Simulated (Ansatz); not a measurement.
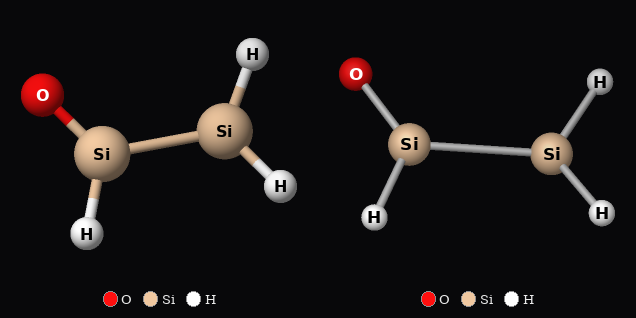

The same structure drawn twice, from different directions.

Charge 0, doublet.

Count the atoms of each element.

Answer. H₃OSi₂, 6 atoms: 3 hydrogen, 1 oxygen and 2 silicon.

How many bonds of each kind are drawn?

Answer. 3 Si–H, 1 O–Si, 1 Si–Si. Sticks follow a distance rule.

The parts below concern this one geometry. Atoms keep their numbers from picture to picture. The computed structure is the end point of a PBE0-D4/def2-TZVP optimisation. No frequency run is at hand to confirm it as a minimum.

### Electronic properties

No frequency run is at hand to confirm it as a minimum. Level of theory: UHF-CCSD(T), frozen core/def2-TZVPP (Ansatz 0.2.0).

What does the calculation give?

- ⟨S²⟩ of the determinant: 0.777
- T1 diagnostic: 0.023

### Charges

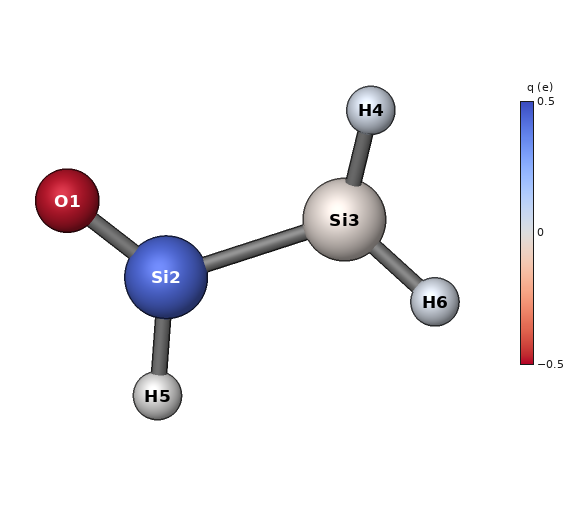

Atoms are coloured by their Mulliken charges. No frequency run is at hand to confirm it as a minimum. Level of theory: UKS PBE0-D4/def2-TZVP (Ansatz 0.2.0).

Which atom carries the highest charge (most positive or least negative)?

Answer. Si2 (0.44 e).

And the lowest?

Answer. O1 (−0.48 e).

List the Mulliken charges.

```csv
atom,value (e)
O1,−0.48
Si2,0.44
Si3,−0.02
H4,0.04
H5,0.00
H6,0.03
```

### Dipole moment

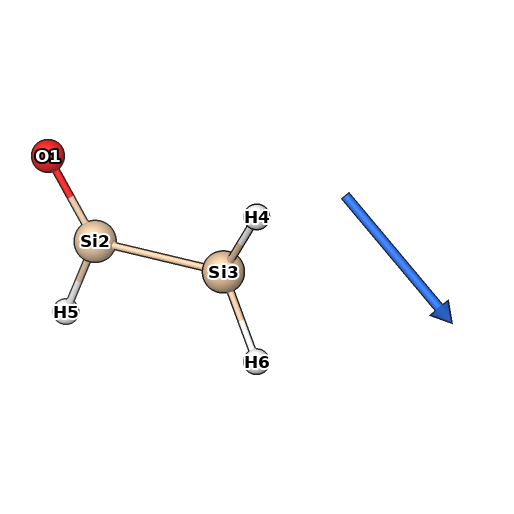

The arrow beside the molecule shows the direction of the dipole moment, from the negative to the positive end (its length means nothing). No frequency run is at hand to confirm it as a minimum. Level of theory: UKS PBE0-D4/def2-TZVP (Ansatz 0.2.0).

How large is the dipole moment?

Answer. 4.21 D; it points from the side of O1 to the side of H6 (the outermost atoms at the two ends).

Mulliken values depend strongly on the basis set and can even reverse the polarity of a bond.
